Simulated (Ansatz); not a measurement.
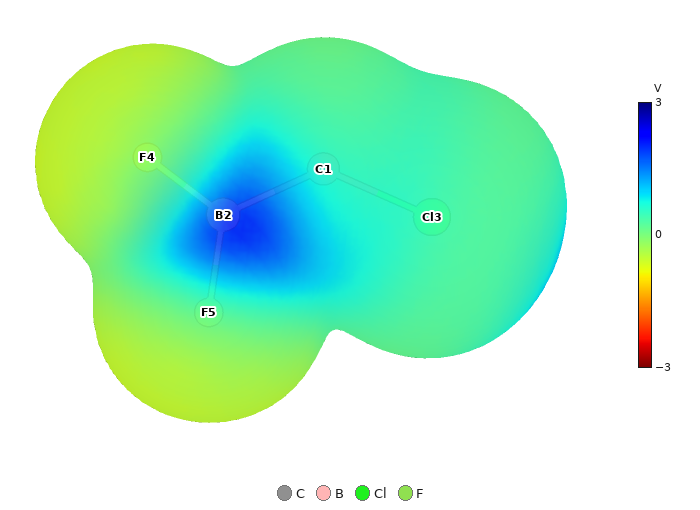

Figure 1: CBClF₂ (SMILES F[B-](F)=[C+]Cl) (triplet). The electrostatic potential painted on the density surface at 0.002 e/bohr³, seen at a tilt; the colour scale runs from red (negative) to blue (positive).

Geometry: B3LYP-D3(BJ)/6-311G**.

All numbers below come from isolated molecule in a Gaussian basis; Kohn-Sham density functional theory, functional PBE0 in Ansatz 0.2.0.

Input

```
crystal:
  periodic: [false, false, false]
  atoms:
    - symbol: C
      position_ang: [-0.551669, -1.314305, 0.425245]
    - symbol: B
      position_ang: [-1.020757, -0.424110, -0.716595]
    - symbol: Cl
      position_ang: [-1.231415, -1.756251, 1.877865]
    - symbol: F
      position_ang: [-0.257110, -0.243263, -1.782703]
    - symbol: F
      position_ang: [-2.197389, 0.190851, -0.677389]
basis:
  gaussian:
    orbitals: def2-TZVPD
magnetization:
  spin_polarized: true
  initial_magnetization: 2
hamiltonian:
  xc: {name: PBE0}
output:
  forces: true
  orbitals: {seedname: orbitals}
```

Command:

```sh
ansatz run input.yaml --threads 2 --pin off --max-ram 4350MiB --events-out events.jsonl --progress --plain --runs-dir runs
```

### Describe the electrostatic potential map.

The most negative region (about −0.6 V, or −14 kcal/mol for a unit charge) lies over F4 and F5, the most positive (about +2.0 V, or +46 kcal/mol for a unit charge) over B2. Cl3 shows a σ-hole: about +1.3 V, or +30 kcal/mol for a unit charge at the tip opposite its bond, against about +0.3 V on its flanks.

### What dipole moment does the calculation give?

Its dipole moment is 1.29 D.
